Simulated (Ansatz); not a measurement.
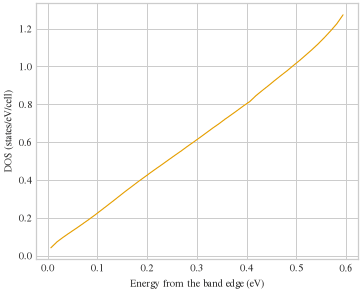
*Density of states of MgSe (Fm-3m) below the valence band maximum, r2SCAN with spin-orbit coupling, rigid bands (Ansatz, a first-principles code); cell volume 41.0 Å³.*

What effective density of states at 300 K does this give (∫ g(E) exp(−E/k_BT) dE, both spins, divided by the cell's size)?

5.2e19 cm⁻³, a density-of-states mass of 1.64 mₑ, valleys and band degeneracy included.

Geometry: cell and atoms relaxed with r2SCAN.
